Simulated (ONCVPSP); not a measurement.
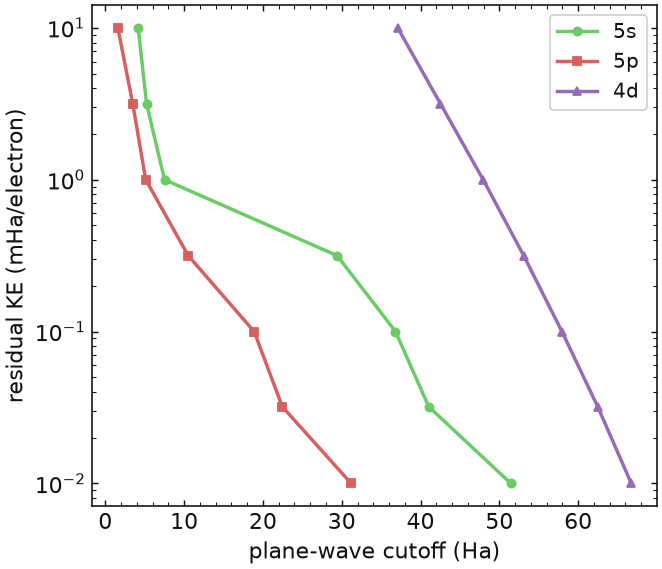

Residual kinetic energy of the pseudo-waves (the first of each channel, and further valence shells) beyond the plane-wave cutoff, as the generator prints it.

Tin, optimised norm-conserving Vanderbilt (ONCV), made with ONCVPSP 4.0.1 (revPBE, scalar-relativistic). Core [Kr], reference 4d10 5s2 5p1 (charge +1). Waves: 5s: rc 1.75 bohr, ncon 4, nbas 7, qcut 4.5 1/bohr, 2 projectors, debl 2.6 Ha; 5p: rc 2.25 bohr, ncon 3, nbas 6, qcut 3.1 1/bohr, 2 projectors, debl 1 Ha; 4d: rc 1.35 bohr, ncon 4, nbas 9, qcut 13.4 1/bohr, 1 projector. Local part: polynomial inside 1.30 bohr (lpopt 3, dvloc0 1 Ha). Core correction: none.

### Read the cutoffs for an error of 1 mHa per electron.

4d: 48 Ha; 5s: 7.5 Ha; 5p: 5.1 Ha.

### Which wave is the hardest at 1 mHa per electron, and which settings govern it?

4d, with rc = 1.35 bohr and qcut = 13.4 1/bohr. The optimisation minimises, but can't always remove, the kinetic energy above qcut²/2 = 89.8 Ha, and a larger rc would as a rule soften the wave at some cost in transferability.

### Which cutoffs does the potential need for its occupied states?

48 Ha for 1 mHa and 58 Ha for 0.1 mHa per electron. The first is set by 4d.

The potential isn't sound: its ghost test gives GHOST(-) flagged for s at -63.8 eV; GHOST(+) flagged for p at 62.6 eV.
